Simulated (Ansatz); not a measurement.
CH3F2NZn (SMILES F/C=[NH+]/[ZnH-][F])

```csv
atom,x (Å),y (Å),z (Å)
C,-1.6014,0.3149,-0.9059
F,-2.1804,-0.5144,-0.0700
F,-0.8393,2.7325,-1.8611
N,-0.9835,-0.0681,-1.9350
Zn,-0.1558,1.5767,-3.0813
H,-1.6765,1.3879,-0.6698
H,-0.9645,-1.0803,-2.0748
H,0.6336,1.2998,-4.3759
```

Geometry: PBE0-D3(BJ)/def2-SVP.

Theory: isolated molecule in a Gaussian basis; Kohn-Sham density functional theory, functional PBE0 in Ansatz.

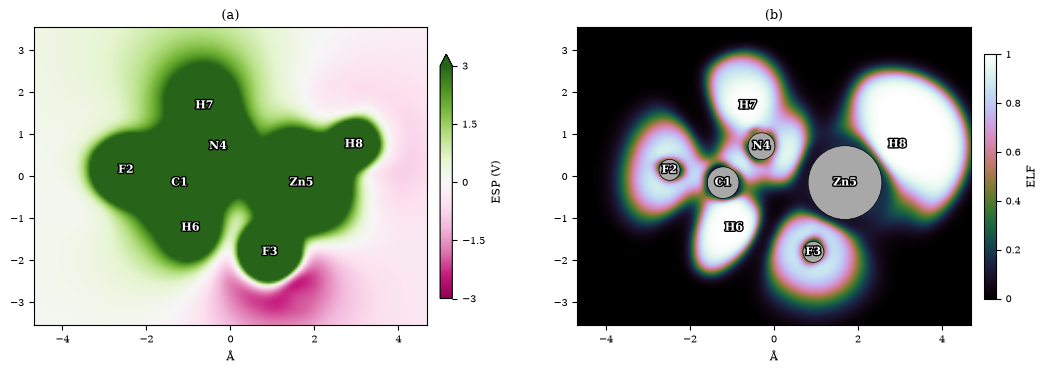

Figure 1. (a) electrostatic potential; (b) ELF on the molecular plane. Grey discs cover the atomic cores in the ELF map.

### Describe what can be read from this map.

- Atoms in the plane: C, F, N, Zn and H.
- C–N (1.26 Å): the ELF peaks at about 0.90 between the atoms; a multiple bond.
- C–F (1.31 Å): the ELF peaks at about 0.85 between the atoms, as expected for a polar covalent bond.
- Zn–F (1.81 Å): the ELF peaks at about 0.80 in the valence shell of F, 0.5 Å from its nucleus, and is about 0.15 at the midpoint.
- Zn–N (2.17 Å): the ELF peaks at about 0.95 in the valence shell of N, 0.7 Å from its nucleus, and is about 0.20 at the midpoint.
- N–H (1.02 Å): the ELF climbs to about 1 towards the hydrogen, as it does in any bond to H; a covalent bond by its length.
- The ELF also peaks beside F3 and F2, away from the bonds: lone-pair regions.
- Outside the dense part of the molecule the potential is most negative (−2.4 V) near F3.

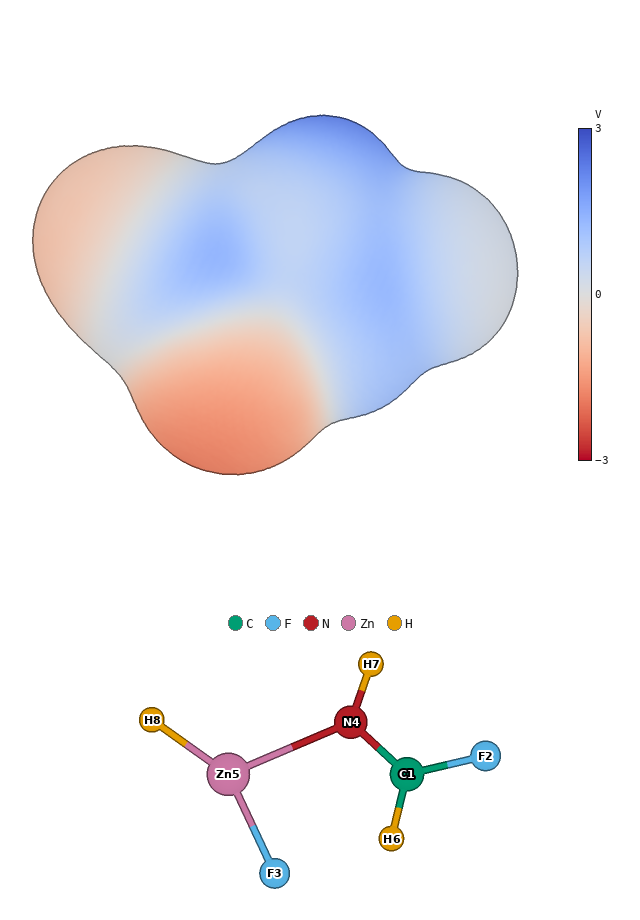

Figure 2. The electrostatic potential painted on the density surface at 0.001 e/bohr³, seen at a tilt; red is negative and blue positive. The bare structure is drawn below in the same view.

### Where is the surface potential most negative and most positive?

The most negative region (about −1.8 V) lies over F3, the most positive (about +2.2 V) over H7.

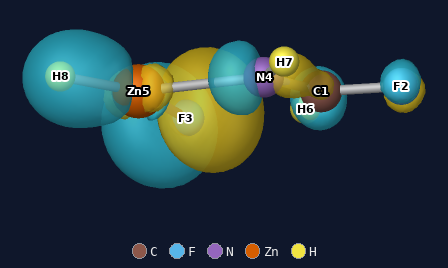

Figure 3. The HOMO−1 at ±0.1 Å⁻³ᐟ² (yellow and cyan are the two phases), seen from one side.

### Where does this orbital lie, and at what energy?

It lies mainly on F3 (about 75 %) and Zn5 (about 10 %); it is symmetric in the molecular plane (an in-plane orbital: σ, lone-pair or in-plane π type); largely a lone pair of F3. Its energy is −9.45 eV.
